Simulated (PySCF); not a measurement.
Bond stretch in CN (anion, charge -1), singlet.

Methods: UHF/6-31G* = unrestricted Hartree-Fock/6-31G*, spherical d (PySCF); RKS-TPSSh = restricted TPSSh/aug-cc-pVDZ (PySCF); UKS-B3LYP/6-31G* = unrestricted B3LYP/6-31G*, spherical d (PySCF); RHF/6-31G* = restricted Hartree-Fock/6-31G*, spherical d (PySCF).

Energies are in eV, each relative to the lowest point of its own curve near equilibrium.

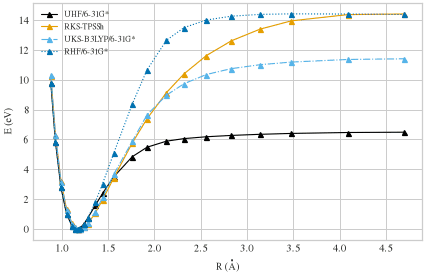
Figure. Energy against bond length for each method.

```tsv
R / Å	UHF/6-31G*	RKS-TPSSh	UKS-B3LYP/6-31G*	RHF/6-31G*
0.88	9.808	10.269	10.307	9.808
0.93	5.858	6.326	6.322	5.858
0.99	2.780	3.201	3.171	2.780
1.05	1.015	1.340	1.303	1.015
1.11	0.180	0.367	0.337	0.180
1.14	0.022	0.125	0.104	0.022
1.17	0.000	0.010	0.000	0.000
1.20	0.090	0.000	0.003	0.090
1.24	0.353	0.118	0.142	0.353
1.28	0.737	0.353	0.400	0.743
1.36	1.574	1.062	1.161	1.788
1.44	2.392	1.957	2.110	3.043
1.56	3.493	3.421	3.660	5.076
1.76	4.845	5.768	5.873	8.377
1.92	5.481	7.391	7.654	10.670
2.13	5.888	9.145	8.972	12.655
2.32	6.059	10.403	9.740	13.502
2.56	6.182	11.622	10.355	14.010
2.83	6.272	12.614	10.752	14.268
3.14	6.347	13.397	11.014	14.389
3.48	6.406	13.956	11.193	14.426
4.09	6.468	14.374	11.366	14.411
4.70	6.488	14.417	11.411	14.383
```

At the longest distance, 4.70 Å, RKS-TPSSh lies highest above its minimum (14.417 eV) and UHF/6-31G* lowest (6.488 eV).

The unrestricted solution behind UHF/6-31G* changes between 1.44 and 1.56 Å and between 1.56 and 1.76 Å, which can leave a kink. The unrestricted determinant behind UHF/6-31G* is spin-contaminated at 1.28 to 4.70 Å (<S²> up to 3.0, against 0.00 for a pure singlet). Where the anion isn't bound against loss of the electron, the finite basis alone holds it. At the longest distance RKS-TPSSh leaves fractional charges on the fragments, a sign of delocalisation error or of the restricted form. The restricted form behind RKS-TPSSh, RHF/6-31G* keeps the bonding electrons paired and can't separate into open-shell fragments. The unrestricted solution behind UKS-B3LYP/6-31G* changes between 1.92 and 2.13 Å, which can leave a kink. The unrestricted determinant behind UKS-B3LYP/6-31G* is spin-contaminated at 1.76 to 4.70 Å (<S²> up to 2.5, against 0.00 for a pure singlet).
